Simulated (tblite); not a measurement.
# GePH₅O₅: geometry relaxation (part 2 of 2)

The same run, continued: GePH₅O₅; GFN2-xTB geometry optimisation, gas phase (tblite 0.8.0). 

Geometry of the input (Å):
```
Ge 1.6188  0.1760  -0.1773
O  0.1271  0.9118  -0.8724
P  -1.0754  0.4390  0.2158
O  -0.3955  0.4269  1.5646
O  -2.3914  1.4865  0.2247
O  -1.4888  -1.1633  -0.2026
O  2.2405  -1.0999  -1.3265
H  2.6453  1.3032  0.0375
H  1.3028  -0.5655  1.1458
H  -3.0808  1.0375  0.8646
H  -2.2807  -1.1805  -0.7933
H  2.7887  -1.7508  -0.8204
```

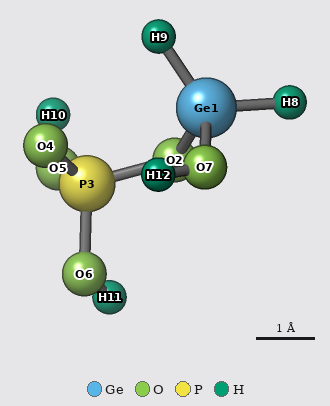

Fig. 1: The geometry at step 152 of the log (ball-and-stick view, seen at a tilt; atoms are numbered from 1 in the order of the input).

Trajectory as extended XYZ, continued:
```
12
Properties=species:S:1:pos:R:3:forces:R:3 step=88 energy=-749.26165
Ge    1.6893    0.1980   -0.0297    0.0080   0.0010   0.0080
O     0.0624    0.7965   -0.2516   -0.0150  -0.0100  -0.0130
P    -1.2106    0.1548    0.4659   -0.0080  -0.0020   0.0020
O    -1.0788   -0.0176    1.9042    0.0300  -0.0200   0.0030
O    -2.3779    1.1437    0.0074    0.0360  -0.0470  -0.0390
O    -1.5186   -1.1667   -0.3401   -0.0060   0.0460   0.0310
O     1.7123   -1.2069   -1.0456   -0.0290   0.0260   0.0060
H     2.4766    1.3178   -0.6521   -0.0230  -0.0030   0.0080
H     1.9652   -0.1406    1.4040   -0.0200   0.0020  -0.0210
H    -2.6122    1.7096    0.7383    0.0030   0.0320   0.0330
H    -1.5752   -0.9900   -1.2786    0.0150  -0.0130  -0.0330
H     2.4777   -1.7777   -1.0616    0.0100  -0.0130   0.0160
12
Properties=species:S:1:pos:R:3:forces:R:3 step=96 energy=-749.26454
Ge    1.6834    0.2186   -0.0368   -0.0270  -0.0340  -0.0260
O     0.0578    0.8227   -0.2573    0.0110  -0.0270  -0.0070
P    -1.2018    0.1470    0.4511   -0.0040  -0.0280  -0.0090
O    -1.0488   -0.0860    1.8793   -0.0010   0.0250  -0.0200
O    -2.3732    1.1505    0.0399    0.0030  -0.0290   0.0410
O    -1.5152   -1.1444   -0.3988    0.0110   0.0220  -0.0100
O     1.6761   -1.2276   -0.9930   -0.0210   0.0430  -0.0030
H     2.4525    1.3095   -0.7206    0.0240   0.0230  -0.0040
H     1.9787   -0.0688    1.4008   -0.0090   0.0060   0.0230
H    -2.6053    1.6807    0.7984   -0.0060   0.0250   0.0050
H    -1.5130   -0.9548   -1.3370   -0.0020  -0.0040  -0.0020
H     2.4191   -1.8265   -0.9655    0.0200  -0.0230   0.0130
12
Properties=species:S:1:pos:R:3:forces:R:3 step=104 energy=-749.26669
Ge    1.6730    0.2265   -0.0432   -0.0170   0.0110   0.0220
O     0.0479    0.8220   -0.3040   -0.0040   0.0150   0.0070
P    -1.1926    0.1427    0.4346   -0.0020  -0.0100  -0.0080
O    -0.9961   -0.0966    1.8567   -0.0040   0.0020  -0.0070
O    -2.3809    1.1439    0.0707    0.0080  -0.0220   0.0150
O    -1.5216   -1.1441   -0.4164   -0.0060   0.0290   0.0070
O     1.6730   -1.2244   -0.9880    0.0430  -0.0180  -0.0100
H     2.4633    1.3143   -0.7126   -0.0030  -0.0040  -0.0110
H     1.9293   -0.0430    1.4061   -0.0020   0.0000  -0.0040
H    -2.5876    1.6786    0.8342    0.0130  -0.0040  -0.0100
H    -1.4984   -0.9592   -1.3551   -0.0140   0.0000  -0.0020
H     2.4012   -1.8399   -0.9226   -0.0120   0.0010   0.0030
12
Properties=species:S:1:pos:R:3:forces:R:3 step=112 energy=-749.26757
Ge    1.6708    0.2349   -0.0491    0.0070   0.0330   0.0030
O     0.0443    0.8333   -0.3157   -0.0070  -0.0130   0.0140
P    -1.1881    0.1401    0.4243   -0.0130  -0.0190  -0.0030
O    -0.9764   -0.1230    1.8401    0.0160  -0.0040   0.0050
O    -2.3871    1.1382    0.0946    0.0050   0.0250   0.0100
O    -1.5238   -1.1319   -0.4448    0.0070  -0.0040  -0.0130
O     1.6864   -1.2234   -0.9811   -0.0170  -0.0070  -0.0070
H     2.4562    1.3107   -0.7420   -0.0010   0.0050   0.0060
H     1.9264   -0.0127    1.4042   -0.0020  -0.0010  -0.0090
H    -2.5813    1.6637    0.8681    0.0120  -0.0090  -0.0240
H    -1.4935   -0.9375   -1.3816   -0.0200   0.0030   0.0060
H     2.3765   -1.8715   -0.8565    0.0140  -0.0100   0.0110
12
Properties=species:S:1:pos:R:3:forces:R:3 step=120 energy=-749.27184
Ge    1.6800    0.2708   -0.0699   -0.0020  -0.0100   0.0050
O     0.0372    0.8316   -0.3406    0.0000   0.0140  -0.0480
P    -1.1745    0.1042    0.3962    0.0090   0.0090   0.0020
O    -0.9149   -0.2351    1.7880    0.0060  -0.0030   0.0120
O    -2.3771    1.1226    0.1520   -0.0270  -0.0010   0.0110
O    -1.5391   -1.1215   -0.5249   -0.0320  -0.0040  -0.0120
O     1.7582   -1.2085   -0.9627    0.0090   0.0070   0.0170
H     2.4351    1.3339   -0.8090   -0.0090   0.0090   0.0210
H     1.9132    0.0771    1.3931    0.0430   0.0010   0.0050
H    -2.5137    1.6551    0.9332    0.0190  -0.0300  -0.0260
H    -1.5867   -0.8752   -1.4485   -0.0110   0.0190   0.0110
H     2.2929   -1.9341   -0.6466   -0.0070  -0.0110   0.0020
12
Properties=species:S:1:pos:R:3:forces:R:3 step=128 energy=-749.27617
Ge    1.6852    0.2872   -0.0736    0.0100  -0.0050  -0.0010
O     0.0338    0.8231   -0.3675   -0.0120  -0.0300  -0.0020
P    -1.1648    0.0842    0.3802   -0.0170  -0.0120  -0.0140
O    -0.8782   -0.2877    1.7592    0.0190   0.0410  -0.0340
O    -2.3695    1.1085    0.1728   -0.0270  -0.0090   0.0210
O    -1.5600   -1.1237   -0.5521   -0.0140   0.0210  -0.0760
O     1.8073   -1.1966   -0.9500    0.0690  -0.0530   0.0370
H     2.4317    1.3561   -0.8134   -0.0220  -0.0150   0.0100
H     1.9046    0.1173    1.3934    0.0410  -0.0020   0.0160
H    -2.4660    1.6580    0.9474    0.0070  -0.0100  -0.0010
H    -1.6710   -0.8540   -1.4651    0.0050   0.0050   0.0670
H     2.2576   -1.9515   -0.5709   -0.0600   0.0680  -0.0220
12
Properties=species:S:1:pos:R:3:forces:R:3 step=136 energy=-749.28127
Ge    1.7058    0.3369   -0.0681   -0.0210  -0.0770  -0.0560
O     0.0222    0.7784   -0.4253    0.0110  -0.0300   0.0630
P    -1.1515    0.0086    0.3255   -0.0200  -0.0650  -0.0060
O    -0.7778   -0.4603    1.6572   -0.0530   0.0580  -0.2020
O    -2.3628    1.0473    0.2481    0.0800   0.1470   0.2460
O    -1.6359   -1.1165   -0.6704   -0.1100   0.2260  -0.3920
O     1.9614   -1.1733   -0.8595    0.2890  -0.7550   0.5220
H     2.3947    1.3988   -0.8680   -0.0210  -0.0600  -0.0090
H     1.9484    0.2690    1.4056   -0.0380   0.0170  -0.0050
H    -2.3082    1.6663    0.9793   -0.0420  -0.1470  -0.1610
H    -1.9231   -0.7450   -1.5190    0.1870  -0.1890   0.4970
H     2.1373   -1.9894   -0.3447   -0.2620   0.8750  -0.4970
12
Properties=species:S:1:pos:R:3:forces:R:3 step=144 energy=-749.30790
Ge    1.6936    0.3554   -0.0606    0.0720  -0.0580   0.0120
O     0.0110    0.7799   -0.4501   -0.0380   0.0140   0.0310
P    -1.1434   -0.0247    0.2889    0.0230  -0.0180   0.1280
O    -0.7119   -0.5607    1.5791   -0.1270   0.0430  -0.2410
O    -2.3599    1.0151    0.3176    0.1040  -0.1010  -0.0430
O    -1.6550   -1.0910   -0.7557   -0.0030   0.0660   0.0960
O     1.9832   -1.1881   -0.7526    0.1140   0.0880  -0.1330
H     2.3657    1.3566   -0.9439    0.0180  -0.0390   0.0020
H     1.9582    0.3898    1.4150   -0.0830   0.0270  -0.0610
H    -2.2528    1.6472    1.0239    0.0020  -0.0120   0.0570
H    -1.9510   -0.6729   -1.5652    0.0220  -0.0160   0.0430
H     2.0727   -1.9859   -0.2360   -0.1040   0.0050   0.1090
12
Properties=species:S:1:pos:R:3:forces:R:3 step=152 energy=-749.35402
Ge    1.6848    0.4149   -0.0573   -0.0080   0.0120  -0.0310
O    -0.0103    0.7547   -0.5740    0.0940  -0.0150  -0.0230
P    -1.0994   -0.1055    0.1833    0.0020   0.0070  -0.0370
O    -0.5359   -0.8084    1.3318    0.0060   0.0030   0.1600
O    -2.2764    0.9359    0.4611   -0.1150  -0.0900  -0.0800
O    -1.7533   -1.0548   -0.8850   -0.0580   0.0470  -0.0640
O     2.1259   -1.1637   -0.5337    0.0600  -0.1570   0.0980
H     2.3868    1.2883   -1.0379    0.0380   0.0500   0.0170
H     1.8005    0.6797    1.4141    0.0040  -0.0020  -0.0770
H    -2.0662    1.5649    1.1449    0.0650  -0.0050   0.1010
H    -2.1549   -0.5619   -1.6006    0.0080  -0.0170   0.0070
H     1.9090   -1.9232    0.0139   -0.0960   0.1670  -0.0710
12
Properties=species:S:1:pos:R:3:forces:R:3 step=160 energy=-749.38762
Ge    1.7035    0.4641   -0.0861   -0.0960   0.0430   0.0510
O     0.0021    0.6774   -0.6853    0.1030  -0.0450  -0.0020
P    -1.0790   -0.1789    0.0891    0.0350  -0.0440  -0.0160
O    -0.4802   -0.9713    1.1630   -0.0070  -0.0180   0.0220
O    -2.1830    0.8786    0.5426   -0.0040   0.0420  -0.0030
O    -1.8546   -1.0080   -1.0000    0.0380   0.0250  -0.0090
O     2.2075   -1.1568   -0.2665   -0.0100   0.0080  -0.0310
H     2.4379    1.2692   -1.1057    0.0020  -0.0470  -0.0130
H     1.7282    0.9623    1.3345    0.0090  -0.0440  -0.0520
H    -1.8853    1.3500    1.3172   -0.0480   0.0060   0.0460
H    -2.2839   -0.4382   -1.6381    0.0080  -0.0150   0.0070
H     1.6974   -1.8275    0.1957   -0.0290   0.0890  -0.0010
12
Properties=species:S:1:pos:R:3:forces:R:3 step=168 energy=-749.39706
Ge    1.7235    0.4831   -0.0981   -0.0300  -0.0390   0.0160
O     0.0327    0.6512   -0.6924    0.0210   0.0290   0.0340
P    -1.0674   -0.1838    0.0778    0.0000   0.0050   0.0050
O    -0.5144   -1.0026    1.1558    0.0300  -0.0030  -0.0240
O    -2.1445    0.8993    0.5414   -0.0140   0.0370   0.0540
O    -1.8371   -0.9751   -1.0429   -0.0360  -0.0240   0.0320
O     2.1881   -1.1565   -0.1991    0.0110  -0.0100  -0.0200
H     2.4522    1.2140   -1.1718    0.0330   0.0140   0.0040
H     1.7610    1.0294    1.3027    0.0150   0.0030  -0.0340
H    -1.9330    1.2247    1.4158   -0.0310  -0.0420  -0.0720
H    -2.2528   -0.3858   -1.6712    0.0100   0.0080  -0.0150
H     1.6021   -1.7770    0.2424   -0.0100   0.0220   0.0190
12
Properties=species:S:1:pos:R:3:forces:R:3 step=176 energy=-749.40051
Ge    1.7343    0.4675   -0.1089   -0.0110  -0.0030   0.0140
O     0.0356    0.6879   -0.6620    0.0010   0.0150   0.0050
P    -1.0694   -0.1534    0.0932    0.0030   0.0090   0.0000
O    -0.5248   -0.9642    1.1816   -0.0070   0.0110  -0.0080
O    -2.1669    0.9219    0.5306    0.0080  -0.0300   0.0080
O    -1.8139   -0.9604   -1.0359   -0.0050  -0.0090  -0.0010
O     2.1615   -1.1815   -0.2323   -0.0120  -0.0010   0.0030
H     2.4660    1.1894   -1.1880    0.0100   0.0000  -0.0040
H     1.8182    1.0085    1.2902    0.0070  -0.0080  -0.0100
H    -2.0395    1.1728    1.4430    0.0100   0.0010  -0.0060
H    -2.1834   -0.3789   -1.6999    0.0070  -0.0030   0.0010
H     1.5929   -1.7888    0.2488   -0.0100   0.0170  -0.0010
12
Properties=species:S:1:pos:R:3:forces:R:3 step=184 energy=-749.40177
Ge    1.7349    0.4745   -0.1154    0.0000  -0.0050   0.0060
O     0.0317    0.7045   -0.6519    0.0040  -0.0090   0.0020
P    -1.0671   -0.1585    0.0895   -0.0080   0.0190   0.0080
O    -0.5224   -0.9835    1.1675   -0.0020   0.0020  -0.0230
O    -2.1657    0.9046    0.5482   -0.0190  -0.0120  -0.0030
O    -1.8085   -0.9510   -1.0523    0.0170   0.0140  -0.0040
O     2.1271   -1.1836   -0.2042    0.0090  -0.0300   0.0060
H     2.4743    1.1591   -1.2138   -0.0040   0.0060  -0.0050
H     1.8422    1.0422    1.2713    0.0000   0.0040  -0.0020
H    -2.0309    1.1416    1.4632    0.0020   0.0050   0.0010
H    -2.1449   -0.3653   -1.7306    0.0070  -0.0110   0.0220
H     1.5396   -1.7638    0.2890   -0.0060   0.0170  -0.0100
12
Properties=species:S:1:pos:R:3:forces:R:3 step=192 energy=-749.40242
Ge    1.7433    0.4720   -0.1184   -0.0220   0.0110   0.0040
O     0.0337    0.7218   -0.6269    0.0010  -0.0090   0.0040
P    -1.0672   -0.1580    0.0915    0.0010  -0.0040   0.0020
O    -0.5288   -0.9982    1.1603    0.0130   0.0030   0.0070
O    -2.1785    0.8897    0.5548    0.0040  -0.0120  -0.0030
O    -1.7883   -0.9422   -1.0682   -0.0090   0.0200  -0.0110
O     2.1123   -1.1925   -0.1867    0.0020  -0.0150   0.0040
H     2.4647    1.1401   -1.2385    0.0150   0.0020  -0.0050
H     1.8754    1.0598    1.2581    0.0070   0.0010   0.0030
H    -2.0352    1.1334    1.4670   -0.0090   0.0020  -0.0110
H    -2.1278   -0.3523   -1.7412    0.0050  -0.0070   0.0180
H     1.5068   -1.7525    0.3087   -0.0060   0.0080  -0.0110
12
Properties=species:S:1:pos:R:3:forces:R:3 step=200 energy=-749.40295
Ge    1.7518    0.4736   -0.1210   -0.0050   0.0000   0.0110
O     0.0367    0.7347   -0.6028   -0.0010   0.0040  -0.0020
P    -1.0637   -0.1613    0.0968    0.0030  -0.0010  -0.0060
O    -0.5284   -1.0069    1.1628   -0.0010   0.0040  -0.0030
O    -2.1918    0.8714    0.5521    0.0100   0.0000   0.0010
O    -1.7680   -0.9387   -1.0777    0.0020  -0.0030   0.0030
O     2.0977   -1.1968   -0.1786   -0.0010  -0.0050  -0.0010
H     2.4736    1.1252   -1.2522   -0.0070   0.0000   0.0020
H     1.9089    1.0708    1.2497    0.0030   0.0010  -0.0020
H    -2.0544    1.1317    1.4605   -0.0010  -0.0010  -0.0030
H    -2.1219   -0.3414   -1.7360    0.0010  -0.0020   0.0030
H     1.4701   -1.7415    0.3068   -0.0030   0.0020  -0.0030
12
Properties=species:S:1:pos:R:3:forces:R:3 step=202 energy=-749.40313
Ge    1.7511    0.4721   -0.1188    0.0000  -0.0020   0.0010
O     0.0363    0.7456   -0.5980    0.0000  -0.0010   0.0000
P    -1.0599   -0.1550    0.1017   -0.0010  -0.0010   0.0010
O    -0.5215   -0.9901    1.1746   -0.0020   0.0030  -0.0020
O    -2.1973    0.8717    0.5463    0.0020  -0.0010   0.0010
O    -1.7535   -0.9470   -1.0697    0.0010   0.0030   0.0010
O     2.0872   -1.2000   -0.1955   -0.0010   0.0020   0.0000
H     2.4711    1.1313   -1.2466    0.0000   0.0000   0.0010
H     1.9149    1.0560    1.2563    0.0000  -0.0010  -0.0010
H    -2.0655    1.1384    1.4536    0.0000   0.0000  -0.0020
H    -2.1114   -0.3576   -1.7330    0.0010  -0.0020   0.0020
H     1.4591   -1.7445    0.2895    0.0000   0.0000  -0.0010
```

Results in brief:

- outcome: converged
- total energy: −749.4031 eV
- hardware: 1 CPU thread, shared host
- wall time: 4.8 s
- peak memory: 0.17 GiB
